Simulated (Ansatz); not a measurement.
System: AlH2N···NH3.

```yaml
atoms:
  - { symbol: Al, position_ang: [-0.8971, -0.1353, 1.0145] }
  - { symbol: H, position_ang: [1.9663, -0.1060, 1.2007] }
  - { symbol: N, position_ang: [1.9330, 0.1021, 0.2074] }
  - { symbol: H, position_ang: [1.4530, -0.6338, -0.3023] }
  - { symbol: H, position_ang: [1.5004, 1.0062, 0.0428] }
  - { symbol: N, position_ang: [-1.1230, -0.1011, -0.7841] }
  - { symbol: H, position_ang: [-2.0402, -0.2700, -1.1964] }
  - { symbol: H, position_ang: [-0.4845, 0.1379, -1.5384] }
```

Level of theory: RKS PBE0-D4/def2-SVP (Ansatz 0.2.0).

Question: What will maps of the electron density and electron localisation function show?

Answer: Al–N (1.81 Å): ρ is about 0.77 e/Å³ halfway; the ELF peaks at about 0.90 in the valence shell of N, 0.7 Å from its nucleus, and is about 0.60 at the midpoint.
N–H (1.02 Å): ρ at the midpoint is about 2.7 e/Å³; the ELF climbs to about 1 towards the hydrogen, as it does in any bond to H; a covalent bond by its length.

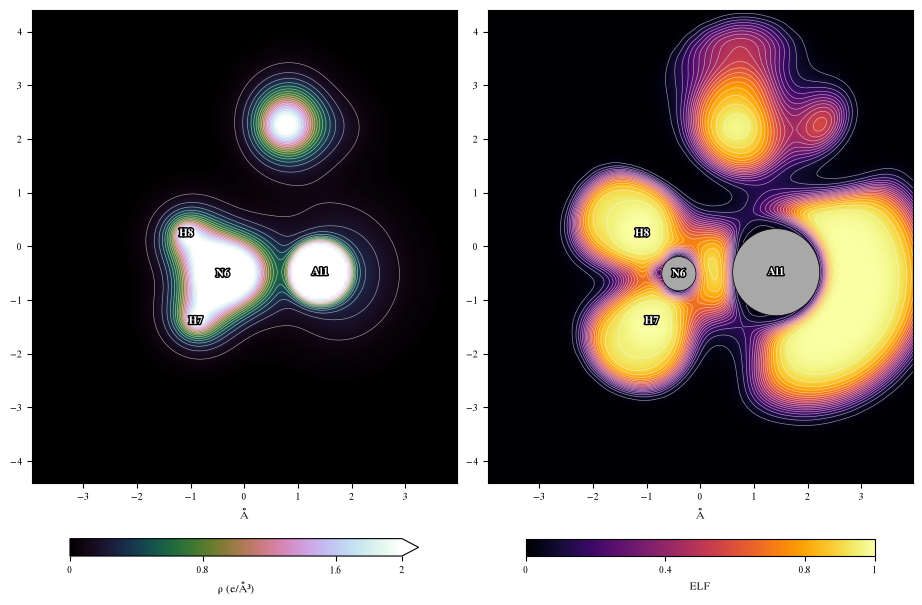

Computed electron density and electron localisation function on the plane of atoms Al1, N6 and H8, in this order. Grey discs cover the atomic cores in the ELF map. 
